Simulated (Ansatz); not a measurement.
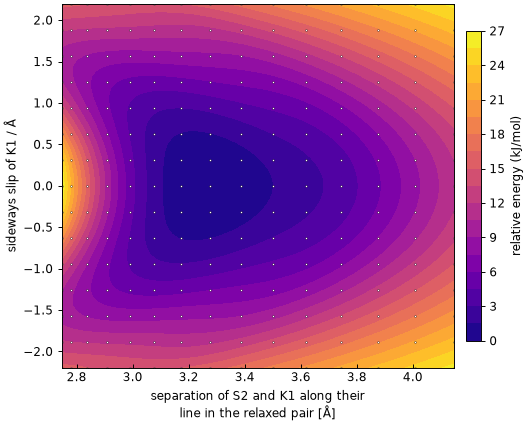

H2KS, charge +1. 
- Coordinates scanned: (1) separation of S2 and K1 along their line in the relaxed pair; (2) sideways slip of K1.
- Nothing is relaxed (both partners rigid).
- The scan uses a 15 × 15 grid; 120 points were computed and 105 follow by symmetry.
- Points are written as (first, second).
- Energies: kJ/mol, counted from the lowest grid point.
- Method: Ansatz, RKS PBE0-D4/def2-TZVPD.

In the figure: filled contours, dots at the grid points. Between grid points the surface is interpolated.

The lowest grid point is at (3.277 Å, 0.000 Å). It is the only kind of minimum in the scanned range. The highest grid point, (2.746 Å, 0.000 Å), lies 26.8 kJ/mol above the lowest. Round the minimum the two coordinates are nearly uncoupled.

The level of theory is changed to RHF-MP2, frozen core/def2-TZVPD in Ansatz 0.2.0; with it change the reference geometry, relaxed at the new level; the new grid has 13 × 13 points.

> How does the landscape change?

The minimum (interpolated where it lies between grid points) moves from about (3.268 Å, 0.000 Å) to (3.282 Å, 0.00 Å). The curvature at the minimum changes from about 0.92 to 1.1 eV/Å² along the first coordinate and by less than a tenth (about 0.068) eV/Å² along sideways slip of K1.

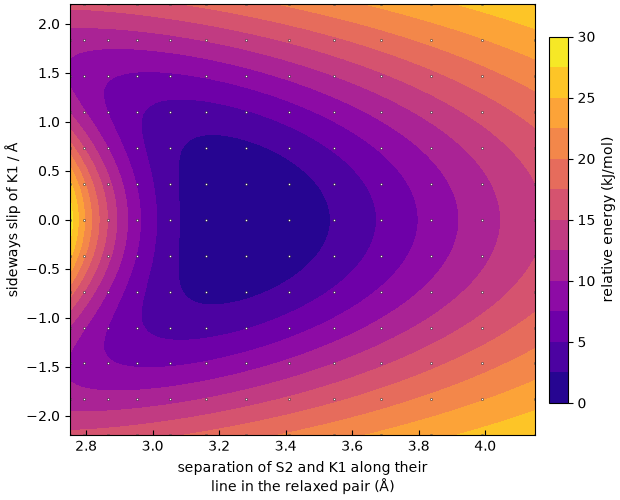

The map after the change, on a colour scale of its own. In the figure: filled contours, dots at the grid points. Between grid points the surface is interpolated.
